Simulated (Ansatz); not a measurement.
# Mo wire along [100], 12 atoms a period: bands along the axis, part 2 of 2

What gap, if any, does the Mo wire along [100], 12 atoms a period have, and how many channels would it open?

Ansatz 0.2.0; DFT PBE, plane waves, PAW; relaxation of a wire's period; PAW set soft_1 (the session's first sound run).

So far: Starting point; Relaxing the period.

**2. Relaxing the period (continued)**

Step by step:

| step | energy less that of the first step (eV) | largest force component (eV/Å) | pressure (GPa) | volume (Å³) |
| --- | --- | --- | --- | --- |
| 1 | 0.0000 | 2.5873 | -7.99 | 543.94 |
| 2 | -2.4731 | 0.9037 | 2.64 | 523.66 |
| 3 | -2.6950 | 0.4069 | -0.60 | 528.72 |
| 4 | -2.7758 | 0.2922 | -0.28 | 527.99 |
| 5 | -2.8496 | 0.1962 | 0.58 | 527.05 |
| 6 | -2.8559 | 0.1599 | -0.14 | 526.05 |
| 7 | -2.8583 | 0.0579 | -0.21 | 528.63 |
| 8 | -2.8614 | 0.0046 | -0.09 | 527.37 |
| 9* | -2.8598 | 0.0047 | -0.09 | 527.37 |

Relaxation steps marked * repeat the geometry before them on a plane-wave basis chosen anew for their cell, so energy and pressure can jump there.

Forces are held to the 16 operations that the run works with; a distortion that breaks them can't arise in this run.

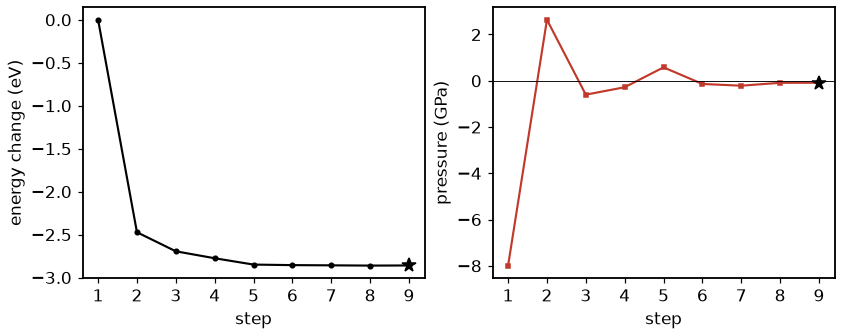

Energy and pressure along the relaxation. Stars mark steps on a basis chosen anew.

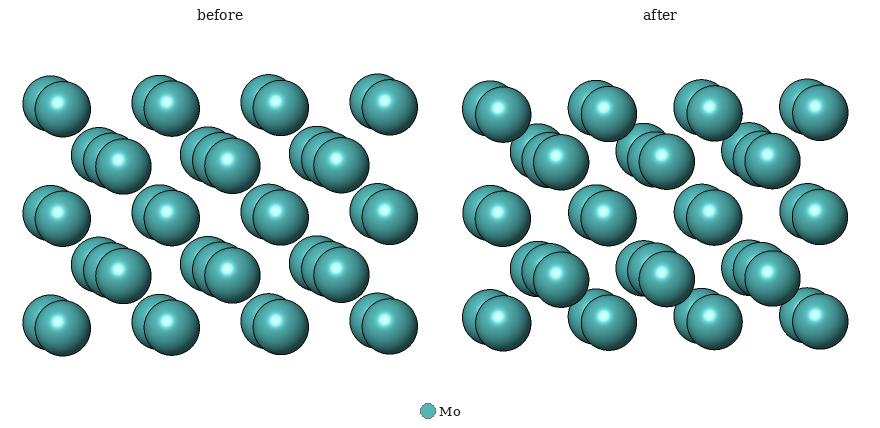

Before and after, at one scale.

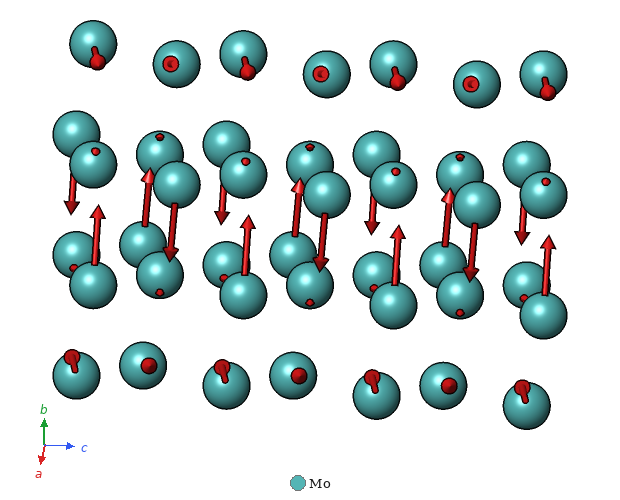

Displacements in the relaxation, exaggerated, measured against the changing cell; the longest in the cell stands for 0.19 Å. 1×1×3 cells are drawn. Some periodic images of atoms are drawn too.

| cell as run | before | after | change |
| --- | --- | --- | --- |
| c (Å) | 3.160 | 3.064 | -3.0 % |

The atoms that moved most (Å, along periodic axes as changes of fractional coordinates times the final cell, across vacuum about the mean position):

| atom | dx | dy | dz | length |
| --- | --- | --- | --- | --- |
| Mo4 | 0.113 | 0.150 | 0.000 | 0.188 |
| Mo8 | 0.150 | 0.113 | 0.000 | 0.188 |
| Mo7 | 0.150 | -0.113 | 0.000 | 0.188 |
| Mo1 | -0.113 | 0.150 | 0.000 | 0.188 |
| Mo6 | 0.113 | -0.150 | 0.000 | 0.188 |
| Mo12 | -0.150 | 0.113 | 0.000 | 0.188 |
| Mo11 | -0.150 | -0.113 | 0.000 | 0.188 |
| Mo3 | -0.113 | -0.150 | 0.000 | 0.188 |

Numbers from this step:

- energy at zero smearing: -59456.2267 eV
- cell length along the wire: 3.064 Å

The cell's length comes to 3.064 Å with spin left out.

**3. Bands of the perfect wire**

This step: DFT PBE, plane waves, PAW; bands of a perfect wire; PAW set soft_1 (Ansatz 0.2.0).

At the relaxed period the bands are computed along the axis; those that cross an energy going forward count the channels that a perfect wire would open there.

The input, input.yaml:

```yaml
crystal:
  lattice:
    - [13.12, 0.0, 0.0]
    - [0.0, 13.12, 0.0]
    - [0.0, 0.0, 3.0637168437]
  atoms:
    - { symbol: Mo, position: [0.370935507, 0.270565965, 0.0] }
    - { symbol: Mo, position: [0.377756599, 0.5, 0.0] }
    - { symbol: Mo, position: [0.370935507, 0.729434035, 0.0] }
    - { symbol: Mo, position: [0.629064493, 0.270565965, 0.0] }
    - { symbol: Mo, position: [0.622243401, 0.5, 0.0] }
    - { symbol: Mo, position: [0.629064493, 0.729434035, 0.0] }
    - { symbol: Mo, position: [0.270565965, 0.370935507, 0.5] }
    - { symbol: Mo, position: [0.270565965, 0.629064493, 0.5] }
    - { symbol: Mo, position: [0.5, 0.377756599, 0.5] }
    - { symbol: Mo, position: [0.5, 0.622243401, 0.5] }
    - { symbol: Mo, position: [0.729434035, 0.370935507, 0.5] }
    - { symbol: Mo, position: [0.729434035, 0.629064493, 0.5] }
kpoints:
  mp_grid: { grid: [1, 1, 27] }
  band_path: { path: ["Γ", Z], npoints: 90 }
scf:
  occupations: { method: fermi_dirac, width: 0.05 }
hamiltonian:
  xc: pbe
  pseudopotentials: { kind: paw, azcp: { folder: soft_1 } }
output:
  dos: { e_range: [-5, 4] }
  write_potential: true
  write_density: true
  volumetric_format: npy
```

Launch:

```bash
$ ansatz run input.yaml --threads 4 --pin off --max-ram 16384MiB --backend cpu --events-out ev --progress --plain --runs-dir out
```

Numbers of over 12 decimals in the logs are rounded to 6 here.

The program printed:

```text
[...]
Crystal: 12 atoms, lattice volume = 527.371 Å³
Basis set: ecut = 420 eV, 10267 PW (Γ)
Bands: 101, of which v1, the nominal top of the filled ones, is band 84 counted from 1 (83 counted from 0)
Symmetry: 16 space group operations
[...]
k-points: 14 of 27
[...]
SCF iter   1: F=—  HF=-59469.730603 eV  |F-HF|=—  |Δ(HF+E_count)|=         —  Δρ=6.21e-2  dr2=8.04e1  ethr=3.10e-3  ⟨swp⟩=9.6  Hψ=6719  notcnv=0
[...]
SCF iter  12: F=-59456.294423 eV  HF=-59456.294423 eV  |F-HF|=3.51e-8  |Δ(HF+E_count)|=   3.21e-7  Δρ=1.55e-6  dr2=1.37e-8  ethr=5.95e-11  ⟨swp⟩=9.7  Hψ=4382  notcnv=0
SCF 1 converged in 12 iterations: F = -59456.294423 eV  dr2 = 1.37e-8
[...]
NSCF: frozen V_eff on 91 k-points
WARN: The output density's exchange-correlation potential varies sharply where the density is thin. Do not read a vacuum level from v_tot or v_xc, or from such a field of the output density. On a cell that repeats whose density bears no net charge and no dipole along the vacuum's axis use v_es (v_loc + v_h of the components); under efield.dipole_correction with no amplitude use v_es + v_field, which holds any externa [...]
SCF converged after 12 iterations
Free energy (F): -59456.294423 eV
[...]
Internal energy: -59456.161618 eV  (E = F + TS)
E sigma→0 (E₀):  -59456.228020 eV
Entropy (-TS):   -0.132805 eV (-11.067 meV/atom)
Fermi energy:    5.266959 eV
[...]
--- Band table (eV; the first three rows and the last of 14) ---
  k-point 0: bands = [... 80 lower, 4.5265, 4.5265, 4.9361, 5.1227, 5.1539, 5.2310, 5.2958, 5.2958, ... 13 higher]
  k-point 1: bands = [... 80 lower, 4.6082, 4.6082, 4.8936, 5.0937, 5.1670, 5.2382, 5.3516, 5.3516, ... 13 higher]
  k-point 2: bands = [... 80 lower, 4.7681, 4.7681, 4.8512, 4.9637, 5.2048, 5.2650, 5.4939, 5.4939, ... 13 higher]
  k-point 13: bands = [... 80 lower, 5.3123, 5.3149, 5.4232, 5.4591, 5.6437, 5.6437, 6.0919, 6.0919, ... 13 higher]
```

Run time: 53 s. Hardware: 4 threads of Arm Neoverse V2, shared host; peak memory 2.7 GiB.

The column dr2 measures how far the density is from self-consistency, as an energy; F and HF (Harris–Foulkes) agree once it is small.

This step gave:

```yaml
energy_at_zero_smearing: -59456.2280 eV
band_gap: 0 eV
```

The electronic bands at the labelled points (eV, zero at the Fermi level):

| point | band 82 | band 83 | band 84 | band 85 | band 86 | band 87 | band 88 | band 89 |
| --- | --- | --- | --- | --- | --- | --- | --- | --- |
| Γ | -0.74 | -0.33 | -0.14 | -0.11 | -0.04 | 0.03 | 0.03 | 0.11 |
| Z | 0.07 | 0.18 | 0.18 | 0.39 | 0.39 | 0.84 | 0.84 | 0.96 |

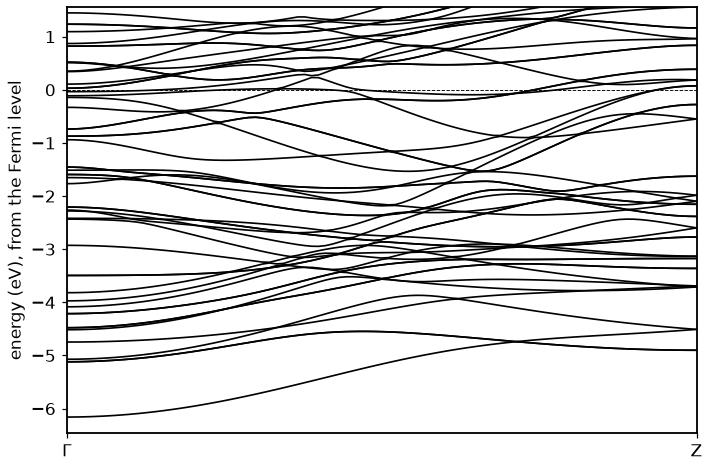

Electronic bands along the path.

Between Γ and Z the bands cross the Fermi level 10 times, so a perfect wire would conduct at least 10 G₀, with spin left out.

**4. Outcome**

| Quantity | Value |
| --- | --- |
| cell length, PBE | 3.064 Å |
| ballistic conductance by band crossings, a lower bound, PBE | 10 G₀ |

What this shows: Under PBE the cell's length is 3.06 Å, and the bands cross the Fermi level 10 times between Γ and Z, which gives a perfect wire at least 10 G₀ (opposite crossings within one step of the path cancel in such a count). No spin was allowed, though thin wires with open d shells can turn magnetic.

[Logs are printed without paths, hosts, clocks, repeated set-up lines and the standing remarks that a program may print on its own settings, such as how far it seeks lower states.]

[Hosts, paths, dates, database ids (printed as entryN), source tags and the programs' standing remarks are cut or masked in the printed files.]
